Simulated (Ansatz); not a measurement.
## What W → Os does to W

Base system: W in the bcc (W type) structure (space group Im-3m, No. 229; a = 3.169 Å).

It is then changed as follows: every W is replaced by Os; the structure is relaxed again.

Calculations: r2SCAN (Ansatz, a quantum-chemistry and plane-wave program; PAW; 500 eV plane waves; without spin-orbit coupling). Γ-centred 21×21×21 mesh, Fermi–Dirac width 0.05 eV.

```json
[
 {"quantity": "volume per atom", "base": "15.92 Å³", "changed": "14.47 Å³", "shift": "-1.443 Å³"},
 {"quantity": "density", "base": "19.18 g/cm³", "changed": "21.83 g/cm³", "shift": "+2.65 g/cm³"},
 {"quantity": "space group", "base": "Im-3m (No. 229)", "changed": "Im-3m (No. 229)", "shift": "–"},
 {"quantity": "shortest interatomic distance", "base": "2.745 Å", "changed": "2.659 Å", "shift": "-0.086 Å"},
 {"quantity": "band gap", "base": "zero", "changed": "zero", "shift": "–"}
]
```

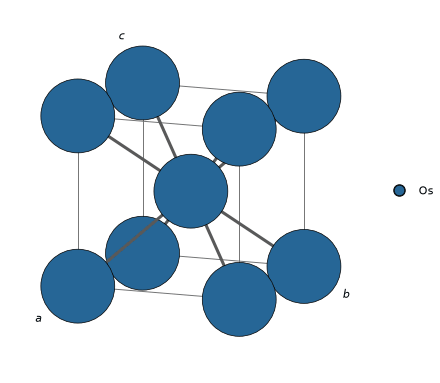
Figure: The relaxed conventional cell after the change

Whether these cells are dynamically stable was not tested. As relaxed here, Os is a hypothetical phase, not in the database extracts checked. The final runs are not spin-polarised.
